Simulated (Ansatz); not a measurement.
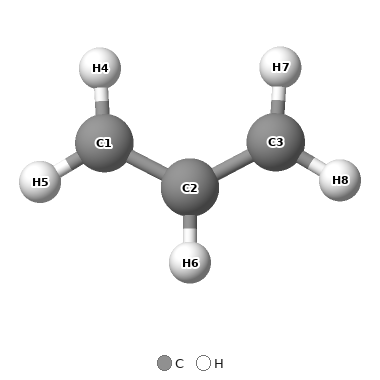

The system is C₃H₅, SMILES [CH2]C=C, spin multiplicity 2; the picture shows the reference structure. First axis: bond length C2–C3. Second axis: dihedral C1–C2–C3–H7. Nothing is relaxed (all other coordinates rigid). The scan uses a 15 × 15 grid; 121 points were computed and 104 follow by symmetry. Points are written as (first, second). All energies are given in eV relative to the lowest grid point. These are results of UHF/def2-TZVP (Ansatz), not measurements.

Its coordinates:

```xyz
8

C    -0.4601    0.9632   -0.6268
C     0.3455    0.2347    0.2336
C     0.2208   -1.1258    0.4650
H    -1.2523    0.4920   -1.1790
H    -0.3162    2.0172   -0.7661
H     1.1229    0.7628    0.7593
H    -0.5357   -1.7066   -0.0300
H     0.8751   -1.6376    1.1440
```

Range: bond length C2–C3 from 1.164 to 1.801 Å; dihedral C1–C2–C3–H7 from −180 to 156°.

What will the energy surface look like?

The lowest grid point is at (1.392 Å, −180°); the map holds 2 wells of about this depth. The highest grid point, (1.164 Å, −84°), lies 3.72 eV above the lowest. On the interpolated surface the easiest way out of the lowest well to a well of about the same depth near (1.392 Å, −12°) passes a barrier of about 0.88 eV. Round the minimum the two coordinates are nearly uncoupled.

```csv
"dihedral C1–C2–C3–H7 ↓, bond length C2–C3 →",1.164,1.209,1.255,1.301,1.346,1.392,1.437,1.483,1.528,1.574,1.619,1.665,1.710,1.756,1.801
156,1.91,1.19,0.70,0.39,0.22,0.16,0.19,0.28,0.42,0.60,0.81,1.05,1.29,1.55,1.82
132,2.71,1.91,1.32,0.93,0.68,0.56,0.52,0.56,0.66,0.81,0.98,1.19,1.41,1.66,1.90
108,3.52,2.60,1.91,1.42,1.11,0.91,0.82,0.82,0.87,0.99,1.13,1.32,1.52,1.75,1.98
84,3.72,2.76,2.05,1.54,1.20,0.99,0.89,0.87,0.92,1.03,1.17,1.35,1.55,1.77,1.99
60,3.16,2.29,1.65,1.21,0.92,0.76,0.69,0.71,0.78,0.91,1.07,1.26,1.48,1.71,1.94
36,2.27,1.52,0.98,0.64,0.44,0.35,0.34,0.41,0.53,0.70,0.89,1.12,1.35,1.60,1.86
12,1.67,0.98,0.52,0.23,0.08,0.04,0.08,0.19,0.35,0.54,0.76,1.00,1.26,1.52,1.79
−12,1.67,0.98,0.52,0.23,0.08,0.04,0.08,0.19,0.35,0.54,0.76,1.00,1.26,1.52,1.79
−36,2.27,1.52,0.98,0.64,0.44,0.35,0.34,0.41,0.53,0.70,0.89,1.12,1.35,1.60,1.86
−60,3.16,2.29,1.65,1.21,0.92,0.76,0.69,0.71,0.78,0.91,1.07,1.26,1.48,1.71,1.94
−84,3.72,2.76,2.05,1.54,1.20,0.99,0.89,0.87,0.92,1.03,1.17,1.35,1.55,1.77,1.99
−108,3.52,2.60,1.91,1.42,1.11,0.91,0.82,0.82,0.87,0.99,1.13,1.32,1.52,1.75,1.98
−132,2.71,1.91,1.32,0.93,0.68,0.56,0.52,0.56,0.66,0.81,0.98,1.19,1.41,1.66,1.90
−156,1.91,1.19,0.70,0.39,0.22,0.16,0.19,0.28,0.42,0.60,0.81,1.05,1.29,1.55,1.82
−180,1.59,0.91,0.45,0.17,0.03,0.00,0.05,0.16,0.32,0.52,0.74,0.99,1.24,1.51,1.78
```

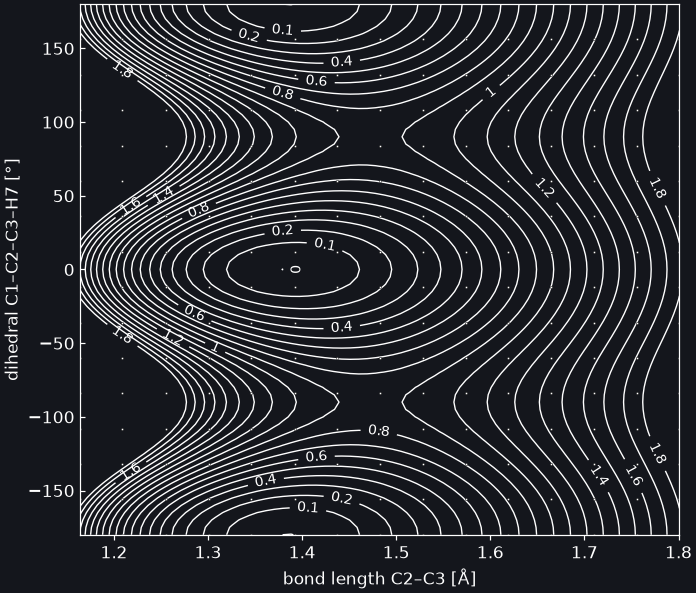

In the figure: contour lines labelled in eV (none above 1.8), dots at the grid points. Between grid points the surface is interpolated.

Each point was launched as `ansatz run input.yaml --threads 1 --pin off --max-ram 2560MiB --backend cpu --events-out ev --progress --plain --runs-dir out`. The whole map (121 points run) took 3.7 min on 1 thread of Arm Neoverse V2 (shared host).
